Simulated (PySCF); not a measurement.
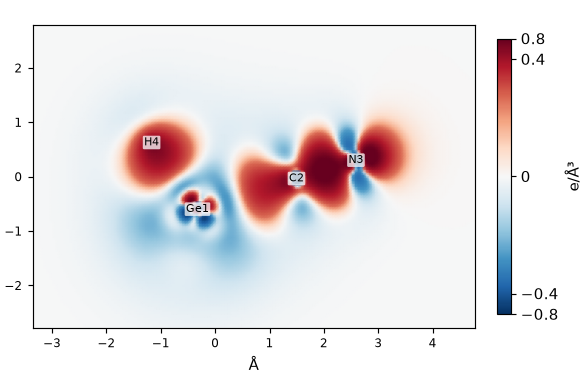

Figure. Ge(CN)H3 (CH3GeN). Deformation density (molecule less spherical, spin-averaged free atoms) in the plane of Ge1, C2, N3 and H4; colour scale in e/Å³, logarithmic beyond ±0.1; red: gain, blue: loss.

Level of theory: PBE/aug-cc-pVDZ (PySCF), at a geometry from GFN2-xTB. No frequency check shows the geometry to be a minimum. GFN2-xTB bond lengths at metals and heavier atoms can be off by up to 0.1 Å and shapes distorted, which carries into these values.

Question: Describe the bonding that the map shows.

Answer: C2–N3: +0.86 e/Å³ at the bond critical point (bond length 1.15 Å). Ge1–H4: +0.25 e/Å³ at the bond critical point (bond length 1.49 Å). Ge1–C2: +0.11 e/Å³ at the bond critical point (bond length 1.91 Å); up to 0.6 Å beside the axis the gain reaches +0.33 e/Å³. In all, 1.4 electrons gather in the regions of gain relative to the promolecule. A small or negative value marks a very polar bond, one between electron-rich atoms, whose free-atom densities already overlap strongly, a long bond to a heavier atom, or a closed-shell contact such as a hydrogen bond.

Question: Where do the Hirshfeld charges lie?

Answer: The highest Hirshfeld charge is on Ge1 (+0.36 e), the lowest on N3 (−0.20 e).

Run time: 11 s on 1 thread of Arm Neoverse V1, on a shared host, peak memory 0.4 GiB.
